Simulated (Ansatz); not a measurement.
**CH6GeOS: rigid scan of one bond length in Python**

Wanted for CH6GeOS: a rigid scan of one bond length. SMILES: C[S][GeH2][OH].

Program: Ansatz 0.2.0 through its Python package. Level of theory: CAM-B3LYP/def2-SVP. These are calculated values, not measurements.

## 1. The system

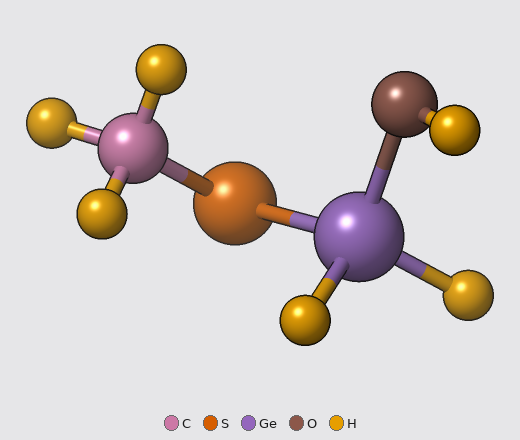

The structure that the script starts from, seen from a chosen angle (carbon pink, sulfur orange, germanium purple, oxygen brown, hydrogen amber).

The script holds or builds the structure itself.

## 2. Script

ch6geos.py

```python
"""Stretching a bond of CH6GeOS, the rest held rigid."""

import ansatz as az
import matplotlib.pyplot as plt
import numpy as np

BASIS = "def2-SVP"
FUNCTIONAL = "cam_b3lyp"

geometry = (
    az.Crystal.molecule()
    .atom("C", (-1.1729, 1.0765, -0.5534))
    .atom("S", (-1.5719, -0.5877, -0.0419))
    .atom("Ge", (0.4809, -0.9456, 0.6439))
    .atom("O", (1.7104, -0.8458, -0.7357))
    .atom("H", (-0.4409, 1.1201, -1.374))
    .atom("H", (-0.883, 1.7419, 0.3006))
    .atom("H", (-2.1232, 1.572, -0.9697))
    .atom("H", (0.6415, -2.3377, 1.2938))
    .atom("H", (0.9061, 0.1413, 1.7507))
    .atom("H", (2.536, -0.9862, -0.3113))
)

symbols = [site.symbol for site in geometry.cartesian_sites]
start = np.array([site.position_ang for site in geometry.cartesian_sites])
axis = (start[0] - start[1]) / np.linalg.norm(start[0] - start[1])
moving = [0, 4, 5, 6]
lengths, energies = [1.572, 1.643, 1.715, 1.786, 1.858, 1.929, 2.001, 2.108], []
for length in lengths:
    xyz = start.copy()
    xyz[moving] += (length - np.linalg.norm(start[0] - start[1])) * axis
    point = az.Crystal.molecule()
    for symbol, place in zip(symbols, xyz):
        point = point.atom(symbol, place.tolist())
    job = point.calculation()
    job = job.basis(gaussian=BASIS).functional(FUNCTIONAL)
    r = job.run(threads=1).report
    energies.append(r["free_energy_ev"])
    print(f"r = {length:6.3f} A  E = {energies[-1]:.5f} eV  <S^2> = {abs(r['mean_field']['state']['spin_squared']):.3f}")

# quartic fit about the minimum
fit = np.polynomial.Polynomial.fit(lengths, np.array(energies) - min(energies), 4).convert()
roots = [r.real for r in fit.deriv().roots() if abs(r.imag) < 1e-9 and fit.deriv(2)(r.real) > 0]
r_e = min(roots, key=lambda r: abs(r - lengths[int(np.argmin(energies))]))
print(f"minimum of the fit at {r_e:.4f} A, force constant {fit.deriv(2)(r_e):.2f} eV/A^2")
plt.figure(figsize=(4.5, 3))
plt.plot(lengths, np.array(energies) - min(energies), "o-")
plt.xlabel("bond length (A)")
plt.ylabel("E - E(min) (eV)")
plt.tight_layout()
plt.savefig("scan.png", dpi=100)
```

## 3. The calls as engine input

The engine receives this input (first run):

```yaml
crystal:
  periodic: [false, false, false]
  atoms:
    - { symbol: C, position_ang: [-1.2207414744170177, 0.876956687406514, -0.49206938805938705] }
    - { symbol: S, position_ang: [-1.5719, -0.5877, -0.0419] }
    - { symbol: Ge, position_ang: [0.4809, -0.9456, 0.6439] }
    - { symbol: O, position_ang: [1.7104, -0.8458, -0.7357] }
    - { symbol: H, position_ang: [-0.48874147441701776, 0.9205566874065141, -1.3126693880593872] }
    - { symbol: H, position_ang: [-0.9308414744170177, 1.542356687406514, 0.36193061194061293] }
    - { symbol: H, position_ang: [-2.171041474417018, 1.372456687406514, -0.908369388059387] }
    - { symbol: H, position_ang: [0.6415, -2.3377, 1.2938] }
    - { symbol: H, position_ang: [0.9061, 0.1413, 1.7507] }
    - { symbol: H, position_ang: [2.536, -0.9862, -0.3113] }
basis:
  gaussian:
    orbitals: def2-SVP
hamiltonian:
  xc: cam_b3lyp
```

## 4. Running it

Command:

```sh
$ python ch6geos.py
```

The log of the run:

```text
r =  1.572 A  E = -70524.27455 eV  <S^2> = 0.000
r =  1.643 A  E = -70524.82151 eV  <S^2> = 0.000
r =  1.715 A  E = -70525.13328 eV  <S^2> = 0.000
r =  1.786 A  E = -70525.26613 eV  <S^2> = 0.000
r =  1.858 A  E = -70525.27253 eV  <S^2> = 0.000
r =  1.929 A  E = -70525.18778 eV  <S^2> = 0.000
r =  2.001 A  E = -70525.03657 eV  <S^2> = 0.000
r =  2.108 A  E = -70524.73308 eV  <S^2> = 0.000
minimum of the fit at 1.8242 A, force constant 20.79 eV/A^2
```

Run time: 41 s. Hardware: 1 thread of Arm Neoverse V1, shared host; peak memory 0.38 GiB.

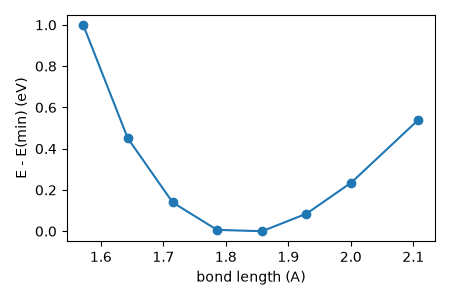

The script's own figure, scan.png.

## 5. Inputs of later runs

The engine's inputs for some of the other runs:

Run 2, against run 1:

```diff
@@ -4 +4 @@
-    - { symbol: C, position_ang: [-1.2207414744170177, 0.876956687406514, -0.49206938805938705] }
+    - { symbol: C, position_ang: [-1.204881261111425, 0.9431084843568083, -0.5124014660188123] }
@@ -8,3 +8,3 @@
-    - { symbol: H, position_ang: [-0.48874147441701776, 0.9205566874065141, -1.3126693880593872] }
-    - { symbol: H, position_ang: [-0.9308414744170177, 1.542356687406514, 0.36193061194061293] }
-    - { symbol: H, position_ang: [-2.171041474417018, 1.372456687406514, -0.908369388059387] }
+    - { symbol: H, position_ang: [-0.47288126111142503, 0.9867084843568084, -1.3330014660188123] }
+    - { symbol: H, position_ang: [-0.9149812611114251, 1.6085084843568083, 0.34159853398118767] }
+    - { symbol: H, position_ang: [-2.155181261111425, 1.4386084843568083, -0.9287014660188123] }
```

Run 5, against run 1:

```diff
@@ -4 +4 @@
-    - { symbol: C, position_ang: [-1.2207414744170177, 0.876956687406514, -0.49206938805938705] }
+    - { symbol: C, position_ang: [-1.1568538546226583, 1.1434273061076992, -0.5739704344874944] }
@@ -8,3 +8,3 @@
-    - { symbol: H, position_ang: [-0.48874147441701776, 0.9205566874065141, -1.3126693880593872] }
-    - { symbol: H, position_ang: [-0.9308414744170177, 1.542356687406514, 0.36193061194061293] }
-    - { symbol: H, position_ang: [-2.171041474417018, 1.372456687406514, -0.908369388059387] }
+    - { symbol: H, position_ang: [-0.42485385462265834, 1.1870273061076992, -1.3945704344874945] }
+    - { symbol: H, position_ang: [-0.8669538546226584, 1.8088273061076992, 0.28002956551250563] }
+    - { symbol: H, position_ang: [-2.1071538546226587, 1.6389273061076992, -0.9902704344874944] }
```

Run 6, against run 1:

```diff
@@ -4 +4 @@
-    - { symbol: C, position_ang: [-1.2207414744170177, 0.876956687406514, -0.49206938805938705] }
+    - { symbol: C, position_ang: [-1.1409936413170656, 1.2095791030579934, -0.5943025124469196] }
@@ -8,3 +8,3 @@
-    - { symbol: H, position_ang: [-0.48874147441701776, 0.9205566874065141, -1.3126693880593872] }
-    - { symbol: H, position_ang: [-0.9308414744170177, 1.542356687406514, 0.36193061194061293] }
-    - { symbol: H, position_ang: [-2.171041474417018, 1.372456687406514, -0.908369388059387] }
+    - { symbol: H, position_ang: [-0.40899364131706567, 1.2531791030579935, -1.4149025124469197] }
+    - { symbol: H, position_ang: [-0.8510936413170657, 1.8749791030579934, 0.25969748755308036] }
+    - { symbol: H, position_ang: [-2.091293641317066, 1.7050791030579935, -1.0106025124469196] }
```

## 6. The runs side by side

One row for each of the 8 runs:

```
run  distance (Å)  energy from run 5 (eV)  SCF cycles  CPU time (s)
  1          1.57                  0.9980          18             5
  2          1.64                  0.4510          18             5
  3          1.72                  0.1393          18           4.9
  4          1.79                  0.0064          18           4.9
  5          1.86                  0.0000          18           4.9
  6          1.93                  0.0848          18             5
  7          2.00                  0.2360          19           5.2
  8          2.11                  0.5395          19           5.2
```

## 7. Summary of results

| quantity | value |
| --- | --- |
| bond length at the fit's minimum | 1.8242 Å |
| runs compared | 8 |
| range of energy | 0.998 eV |
| lowest point, distance (Å) | 1.86 |

The lowest point, at 1.86, lies inside the range. The ends stand 0.998 and 0.539 eV above it. The distance scanned is the script's pair 1, 0. Reading the output:
- The rest of the molecule is held rigid at a force-field or estimated start geometry, and the basis set is modest; single-reference methods fail as a bond breaks.
- The orbitals are restricted, so S² is zero by construction.
